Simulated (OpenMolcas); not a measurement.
**One shape, several levels: GaHCl2O (SMILES [OH][Ga]([Cl])[Cl])**

Aim: a comparison of 6 runs (HF/STO-3G, HF/3-21G, B3LYP/6-31G*, B2PLYP/def2-SVP, M06-2X/def2-SVP, PBE0/def2-SVP) of GaHCl2O. 

The results are computed with OpenMolcas 26.06.

1 further run of the same task is left out (set aside as unsound or not needed).

### 1 The system as given

GaHCl2O has 5 atoms, charge 0, and is taken as a singlet. As SMILES, `[OH][Ga]([Cl])[Cl]`. Geometry: relaxed at PBE0-D4/def2-TZVP.

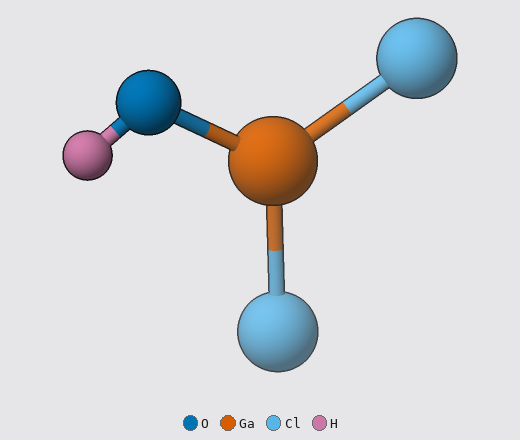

The structure, seen from a chosen angle (oxygen blue, gallium orange, chlorine blue, hydrogen pink).

### 2 Energy and gradient at HF/STO-3G (run 1)

mol.input reads:

```
* Cl2GaHO Hartree-Fock

&GATEWAY
 BASLIB = $CurrDir
 COORD
 5
 angstrom
 O        0.254500       1.354600       0.245900
 Ga       0.118500      -0.394500       0.056800
 Cl       1.500000      -1.634900       1.057700
 Cl      -1.407900      -1.236300      -1.155800
 H       -0.415200       1.837400      -0.246000
 BASIS = STO-3G
 GROUP = NoSym

&SEWARD

&SCF
 THRESHOLDS = 1e-10 1e-07 1e-07 1e-05
 PRORBITALS = 1 1

&ALASKA
```

The basis set STO-3G is read from a file made from the Basis Set Exchange's data (not shown).

The run is started by

```sh
$ export MOLCAS_MEM=1860
$ pymolcas mol.input > mol.log
```

Standard output:

```text
--- Start Module: gateway ---
[...]
--- Stop Module: gateway /rc=_RC_ALL_IS_WELL_ ---
[...]
      Basis functions           42
[...]
--- Start Module: scf ---
[...]
       Convergence after  15 Iterations
[...]
::    Total SCF energy                              -2884.6202294694
[...]
      Total spin, S                                     0.0000000000
[...]
      Total electronic charge=   74.000000
      Total            charge=   -0.000000
[...]
      Dipole Moment (debye):
      Origin of the operator (angstrom)=    0.0965   -0.6677    0.0268
                   X= -7.2970E-01               Y=  2.2937E+00               Z= -4.5115E-01           Total=  2.4489E+00
      Quadrupole Moment (debye*angstrom):
[...]
--- Stop Module: scf /rc=_RC_ALL_IS_WELL_ ---
--- Start Module: alaska ---
[...]
 *              Molecular gradients               *
 **************************************************
  Irreducible representation: a
 ------------------------------------------------------------------------------------------
                              X                       Y                       Z
 ------------------------------------------------------------------------------------------
  O1               -1.51330628542947E-02    9.40166669811546E-02   -7.08708862291996E-03
  GA2              -4.37346643408437E-03   -5.74034783844795E-02   -6.14413509720907E-03
  CL3               1.71419892222850E-02   -1.48363617865037E-02    1.24439956406626E-02
  CL4              -1.79396129114267E-02   -8.83864550300295E-03   -1.41974815852564E-02
  H5                2.03041529775270E-02   -1.29381813071752E-02    1.49847096647360E-02
 ------------------------------------------------------------------------------------------
--- Stop Module: alaska /rc=_RC_ALL_IS_WELL_ ---
[...]
```

Run time: 2.4 s. Hardware: 1 thread of AMD EPYC 9R45 (Zen 5), shared host; peak memory 0.38 GiB.

### 3 Energy and forces at HF/3-21G (run 2)

mol.inp reads:

```
&GATEWAY
 BASLIB=$CurrDir
 COORD
 5
 angstrom
 O        0.254500       1.354600       0.245900
 Ga       0.118500      -0.394500       0.056800
 Cl       1.500000      -1.634900       1.057700
 Cl      -1.407900      -1.236300      -1.155800
 H       -0.415200       1.837400      -0.246000
 BASIS=3-21G
 GROUP=NoSym

&SEWARD

&SCF
 THRESHOLDS=1e-10 1e-07 1e-07 1e-05
 PRORBITALS=1

&ALASKA
```

The basis set 3-21G is read from a file made from the Basis Set Exchange's data (not shown).

The run is started by

```sh
$ export MOLCAS_MEM=1860
$ pymolcas mol.inp > mol.log
```

Standard output:

```text
--- Start Module: gateway ---
[...]
--- Stop Module: gateway /rc=_RC_ALL_IS_WELL_ ---
[...]
      Basis functions           59
[...]
--- Start Module: scf ---
[...]
       Convergence after  12 Iterations
[...]
::    Total SCF energy                              -2903.6352781879
[...]
      Total spin, S                                     0.0000000000
[...]
      Total electronic charge=   74.000000
      Total            charge=   -0.000000
[...]
      Dipole Moment (debye):
      Origin of the operator (angstrom)=    0.0965   -0.6677    0.0268
                   X= -1.2550E+00               Y=  1.9117E+00               Z= -8.7402E-01           Total=  2.4482E+00
      Quadrupole Moment (debye*angstrom):
[...]
--- Stop Module: scf /rc=_RC_ALL_IS_WELL_ ---
[...]
--- Start Module: alaska ---
[...]
 *              Molecular gradients               *
 **************************************************
  Irreducible representation: a
 ------------------------------------------------------------------------------------------
                              X                       Y                       Z
 ------------------------------------------------------------------------------------------
  O1                7.87968885683998E-03    3.66672906173342E-02    7.84090009608818E-03
  GA2              -1.01045214121062E-02   -5.28720827777764E-02   -1.03309444664181E-02
  CL3              -2.03883583597637E-02    1.92648882857824E-02   -1.47236038551881E-02
  CL4               2.21001529091254E-02    1.17067286434605E-02    1.75374612073895E-02
  H5                5.13038005915067E-04   -1.47668247688619E-02   -3.23812981851912E-04
 ------------------------------------------------------------------------------------------
--- Stop Module: alaska /rc=_RC_ALL_IS_WELL_ ---
[...]
```

It took 3 s on 1 thread of AMD EPYC 9R45 (Zen 5), shared host; peak memory 0.4 GiB.

Runs 3 to 5 aren't shown in full; the table further down has their settings and results.

### 4 Energy and gradient at PBE0/def2-SVP (run 6)

run.input reads:

```
* Cl2GaHO Kohn-Sham DFT

&GATEWAY
 BasLib=$CurrDir
 Coord
 5
 bohr
 O      0.48093530     2.55982301     0.46468365
 Ga     0.22393255    -0.74549696     0.10733644
 Cl     2.83458919    -3.08951324     1.99876332
 Cl    -2.66054541    -2.33626841    -2.18414545
 H     -0.78461429     3.47218278    -0.46487263
 Basis=def2-SVP
 Group=NoSym

&SEWARD
 GridInput
 Grid=UltraFine
 End of Grid

&SCF
 KSDFT=PBE0
 Thresholds=1e-10 1e-07 1e-07 1e-05
 PrOrbitals=0

&ALASKA
```

The basis set def2-SVP is read from a file made from the Basis Set Exchange's data (not shown).

The run is started by

```sh
$ export MOLCAS_MEM=1860
$ pymolcas run.input > run.log
```

Standard output:

```text
--- Start Module: gateway ---
[...]
--- Stop Module: gateway /rc=_RC_ALL_IS_WELL_ ---
[...]
      Basis functions           87
[...]
--- Start Module: scf ---
[...]
       Convergence after  16 Iterations
[...]
::    Total KS-DFT energy                           -2919.9927659952
[...]
      Total spin, S                                     0.0000000000
[...]
      Total electronic charge=   74.000000
      Total            charge=   -0.000000
[...]
      Dipole Moment (debye):
      Origin of the operator (angstrom)=    0.0965   -0.6677    0.0268
                   X= -9.6591E-01               Y=  1.0448E+00               Z= -6.9316E-01           Total=  1.5827E+00
      Quadrupole Moment (debye*angstrom):
[...]
--- Stop Module: scf /rc=_RC_ALL_IS_WELL_ ---
[...]
--- Start Module: alaska ---
[...]
 *              Molecular gradients               *
 **************************************************
  Irreducible representation: a
 ------------------------------------------------------------------------------------------
                              X                       Y                       Z
 ------------------------------------------------------------------------------------------
  O1               -1.98523167576070E-03    1.46416807859850E-03   -1.44422746827644E-03
  GA2               3.68796364235979E-05   -2.72136695506298E-03   -1.10279484406117E-04
  CL3              -2.42839333384381E-03    2.14898788832585E-03   -1.76130962274357E-03
  CL4               2.26003359922800E-03    1.29176616561821E-03    1.80127892152271E-03
  H5                2.11671177391803E-03   -2.18355517757907E-03    1.51453765380971E-03
 ------------------------------------------------------------------------------------------
--- Stop Module: alaska /rc=_RC_ALL_IS_WELL_ ---
[...]
```

Wall time 16 s (1 thread of AMD EPYC 9R45 (Zen 5), shared host); peak memory 0.48 GiB.

### 5 The series

```tsv
run	level	integration grid	task	energy (Eh)	dipole moment (D)	HOMO energy (eV)	LUMO energy (eV)	wall time
1	HF/STO-3G	–	gradient	-2884.620229	2.45	-9.53	4.47	2.4 s
2	HF/3-21G	–	gradient	-2903.635278	2.45	-12.92	1.35	3 s
3	B3LYP/6-31G* (spherical functions)	UltraFine	gradient	-2920.963574	1.65	-9.05	-2.00	21 s
4	B2PLYP/def2-SVP	UltraFine	energy	-2919.901400	1.57	-10.43	-0.09	11 s
5	M06-2X/def2-SVP	UltraFine	gradient	-2920.578329	1.60	-10.61	-0.44	16 s
6	PBE0/def2-SVP	UltraFine	gradient	-2919.992766	1.58	-9.23	-1.38	16 s
```

### 6 Summary of results

| quantity | value |
| --- | --- |
| run 6: total energy | -2919.99277 Eh |
| run 6: dipole moment | 1.58 D |
| run 6: HOMO energy | -9.23 eV |
| run 6: LUMO energy | -1.38 eV |
| run 6: HOMO–LUMO gap | 7.86 eV |
| run 6: largest force on an atom | 0.190 eV/Å |

What this shows: The dipole moment (its size) runs from 1.57 D (B2PLYP/def2-SVP) to 2.45 D (HF/STO-3G). The two ends differ in method and basis. A double hybrid's value is that of its SCF part. The HOMO–LUMO gap runs from 7.05 eV (B3LYP/6-31G*) to 14.27 eV (HF/3-21G). For B2PLYP the log adds the whole second-order term; the table takes 0.27 of it, as the functional is defined. Totals of different functionals can't be ranked against each other. In run 1 the basis is minimal, so the values are rough. All runs together took 69 s, the longest 21 s.
